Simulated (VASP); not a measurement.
Band structure of Co (hcp). All values below come from PBE GGA with D3 dispersion (zero damping), VASP's PBE PAW potentials (set 64) (plane waves; VASP).

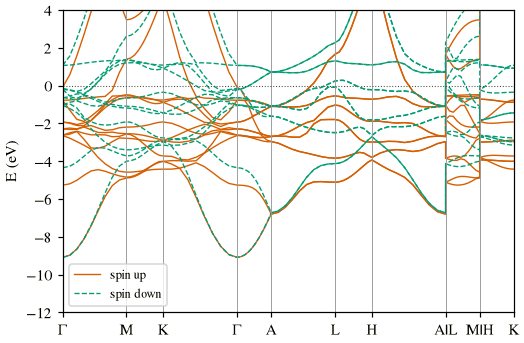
*Bands along high-symmetry lines, zero at the valence-band maximum or, without a gap, the Fermi level*

Read the plot: is there a gap, and where are the band edges?

It has no gap at this level: it comes out as a metal or semimetal. (Edges off the drawn lines would not show.)

The compound is Co in the hcp structure. It was relaxed first, which changed the volume by -5 %.
